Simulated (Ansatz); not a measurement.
## Profile along the Zn–Zn line in Zn (hcp, Mg type)

Zn (hcp, Mg type)

```xyz
2
Lattice="2.6467 0.0000 0.0000 -1.3234 2.2921 0.0000 0.0000 0.0000 4.6781" Properties=species:S:1:pos:R:3 pbc="T T T"
Zn     0.0000     1.5281     3.5086
Zn     1.3234     0.7640     1.1695
```

Fields along a shortest Zn–Zn line of a (1 -1 0 0) plane (2.65 Å), from Zn to Zn, interpolated on the slice's grid (step about 0.1 Å). Calculation: r2SCAN (plane waves to 500 eV, PAW, scalar-relativistic; Ansatz, a first-principles code). k mesh 20×20×10. Near the nuclei the fields are pseudised (PAW); where an atom keeps semicore shells as valence, they peak there. The PAW data are Ansatz's earlier set. Zn was relaxed with its symmetry unable to fall.

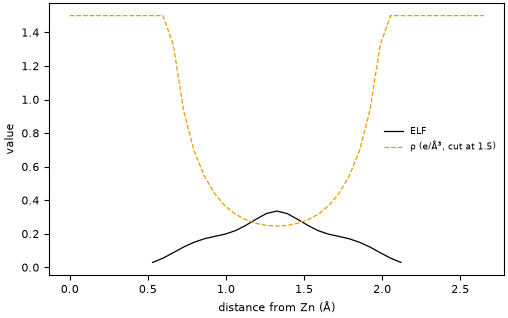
*ELF (away from the nuclei) and valence density from Zn to Zn.*

Density on the Zn–Zn line (2.65 Å) at its midpoint: 0.25 e/Å³. ELF at that point: 0.34.
